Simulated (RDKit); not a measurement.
## C₂H₅BO: geometry relaxation

C₂H₅BO, computed with UFF (RDKit 2026.09.1).

The geometry comes from this level: GFN2-xTB.

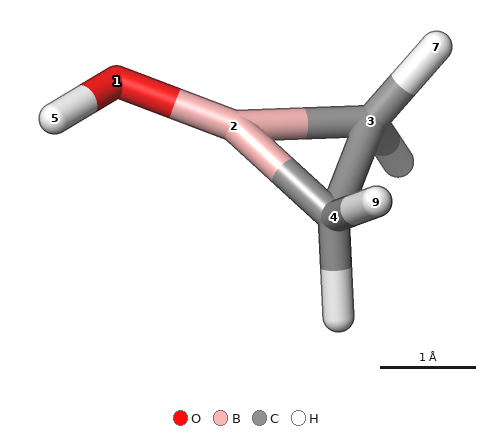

Fig. 1: The input geometry (stick view, seen at a tilt; atoms are numbered from 1 in the order of the input).

Input (run.py)
```python
import json
import numpy as np
from rdkit import Chem
from rdkit.Chem import AllChem

molecule = Chem.MolFromMolFile("mol.sdf", removeHs=False)
symbols = [a.GetSymbol() for a in molecule.GetAtoms()]
start = molecule.GetConformer().GetPositions().copy()

ff = AllChem.UFFGetMoleculeForceField(molecule)
e0 = ff.CalcEnergy()
print(f"start   E = {e0:.5f} kcal/mol")
path, flag, n = [], 1, 0
while flag and n < 2000:
    flag = ff.Minimize(maxIts=20, forceTol=0.0001)
    n += 20
    path.append((n, ff.CalcEnergy(), molecule.GetConformer().GetPositions().tolist()))
    print(f"{n:5d}   E = {path[-1][1]:.5f} kcal/mol")
print("converged" if flag == 0 else "iteration limit reached")
final = molecule.GetConformer().GetPositions()
for a, p in zip(symbols, final):
    print(f"{a:<2} {p[0]:11.5f} {p[1]:11.5f} {p[2]:11.5f}")
print(f"energy gained {e0 - path[-1][1]:.4f} kcal/mol")
json.dump(dict(symbols=symbols, start=start.tolist(), start_energy=e0, energy=path[-1][1], final=final.tolist(), path=path, success=flag == 0), open("results.json", "w"))
```

File mol.sdf
```

     RDKit          3D

  9  9  0  0  0  0  0  0  0  0999 V2000
   -0.6781    1.2337   -1.4757 O   0  0  0  0  0  0  0  0  0  0  0  0
   -0.1949    0.4554   -0.5178 B   0  0  0  0  0  0  0  0  0  0  0  0
    0.9732    0.0876    0.4030 C   0  0  0  0  0  0  0  0  0  0  0  0
   -0.3589   -0.7084    0.4776 C   0  0  0  0  0  0  0  0  0  0  0  0
   -1.5743    1.0697   -1.7752 H   0  0  0  0  0  0  0  0  0  0  0  0
    1.8329   -0.4615    0.0447 H   0  0  0  0  0  0  0  0  0  0  0  0
    1.2261    0.6755    1.2743 H   0  0  0  0  0  0  0  0  0  0  0  0
   -0.3075   -1.7447    0.1711 H   0  0  0  0  0  0  0  0  0  0  0  0
   -0.9186   -0.6074    1.3981 H   0  0  0  0  0  0  0  0  0  0  0  0
  2  1  1  0
  3  2  1  0
  4  3  1  0
  4  2  1  0
  5  1  1  0
  6  3  1  0
  7  3  1  0
  8  4  1  0
  9  4  1  0
M  END
$$$$
```

Run on 1 thread of Arm Neoverse V1, 24 GiB of memory available, shared host.

Command:
```bash
python run.py
```

Output
```
start   E = 184.37546 kcal/mol
   20   E = 150.97103 kcal/mol
   40   E = 148.17562 kcal/mol
   60   E = 143.47625 kcal/mol
   80   E = 143.45863 kcal/mol
  100   E = 143.45862 kcal/mol
converged
O     -1.08472     1.35950    -1.30397
B     -0.35869     0.49722    -0.37727
C      0.99156    -0.07575     0.28985
C     -0.28199    -0.62570     0.77585
H     -1.16740     0.82045    -2.13048
H      1.57149    -0.73059    -0.39347
H      1.49031     0.65441     0.96083
H     -0.53972    -1.64227     0.41222
H     -0.62093    -0.25737     1.76656
energy gained 40.9168 kcal/mol
```

Trajectory as extended XYZ (Å, eV, eV/Å), 5 frames, from step=20 to step=100
```
9
Properties=species:S:1:pos:R:3 step=20 energy=6.54672
O    -0.7426    1.4186   -1.4284
B    -0.1166    0.3529   -0.6425
C     1.0019   -0.0275    0.4561
C    -0.3007   -0.7245    0.5528
H    -1.5758    1.0078   -1.7975
H     1.8575   -0.6101    0.0370
H     1.1514    0.7527    1.2310
H    -0.3286   -1.7785    0.1916
H    -0.9466   -0.3916    1.4001
9
Properties=species:S:1:pos:R:3 step=40 energy=6.42550
O    -0.9548    1.4423   -1.3219
B    -0.3152    0.4136   -0.4976
C     0.9993   -0.1122    0.3024
C    -0.3114   -0.6483    0.7047
H    -1.4459    0.9531   -2.0240
H     1.6830   -0.7978   -0.2305
H     1.4487    0.6412    0.9762
H    -0.4398   -1.7043    0.3915
H    -0.6640   -0.1877    1.6992
9
Properties=species:S:1:pos:R:3 step=60 energy=6.22172
O    -1.0794    1.3619   -1.3067
B    -0.3581    0.4964   -0.3781
C     0.9929   -0.0781    0.2941
C    -0.2849   -0.6250    0.7754
H    -1.1770    0.8216   -2.1313
H     1.5730   -0.7291   -0.3923
H     1.4957    0.6557    0.9599
H    -0.5368   -1.6431    0.4150
H    -0.6254   -0.2603    1.7641
9
Properties=species:S:1:pos:R:3 step=80 energy=6.22096
O    -1.0846    1.3595   -1.3040
B    -0.3586    0.4971   -0.3774
C     0.9916   -0.0757    0.2898
C    -0.2819   -0.6257    0.7758
H    -1.1677    0.8204   -2.1304
H     1.5716   -0.7306   -0.3933
H     1.4904    0.6543    0.9610
H    -0.5398   -1.6422    0.4121
H    -0.6209   -0.2573    1.7665
9
Properties=species:S:1:pos:R:3 step=100 energy=6.22095
O    -1.0847    1.3595   -1.3040
B    -0.3587    0.4972   -0.3773
C     0.9916   -0.0757    0.2898
C    -0.2820   -0.6257    0.7759
H    -1.1674    0.8205   -2.1305
H     1.5715   -0.7306   -0.3935
H     1.4903    0.6544    0.9608
H    -0.5397   -1.6423    0.4122
H    -0.6209   -0.2574    1.7666
```

Results in brief

- outcome: converged
- total energy: 0.228616 hartree
- peak memory: 0.073 GiB
